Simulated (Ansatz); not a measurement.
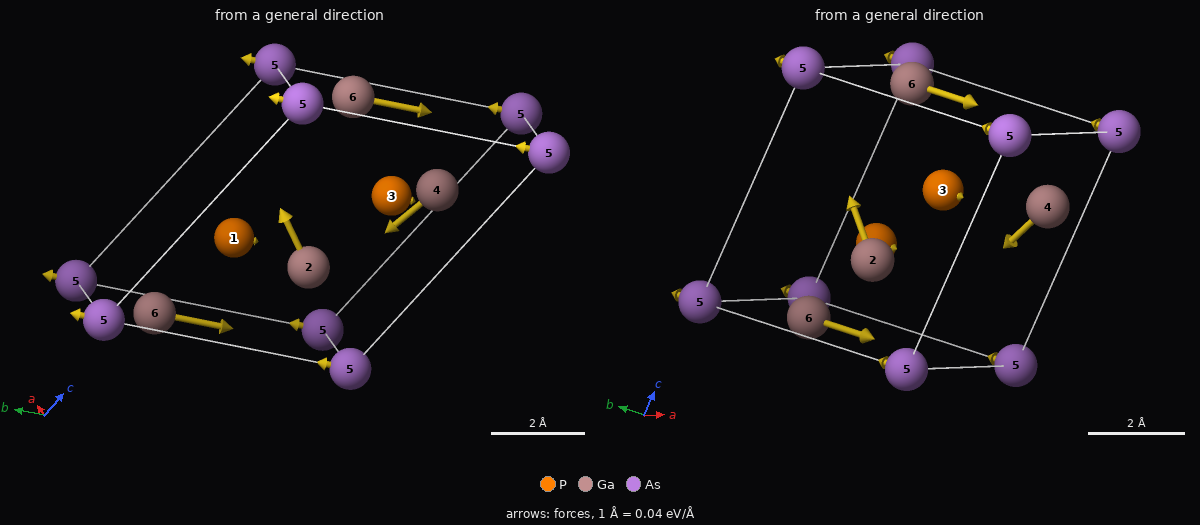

An orthographic spheres-only view of the structure, from two general directions. The wireframe shows the cell (the run's own, in a reduced setting). The arrows are the computed forces on the atoms.

System: Ga$_{3}$AsP$_{2}$. Theory: Ansatz, DFT, PBE, plane waves, PAW. Numerical settings: plane waves to 420 eV, k-points about 0.25 Å⁻¹ apart, Fermi-Dirac smearing of 0.02 eV, no spin polarisation.

> Judging by the arrows, is the geometry relaxed?

No. The atoms still feel forces of up to about 0.054 eV/Å, above a usual threshold of 0.01 to 0.03 eV/Å.

> Which atom is furthest from force balance?

Ga6, about 0.054 eV/Å.

The initial geometry was a structure type filled with these elements by a generator (whether the compound takes this form wasn't checked). Earlier steps of the study, as a rule a relaxation of our own, may have changed the cell and positions, so they can lie some per cent off the listed ones. Ansatz was used for an electronic-structure calculation on it.
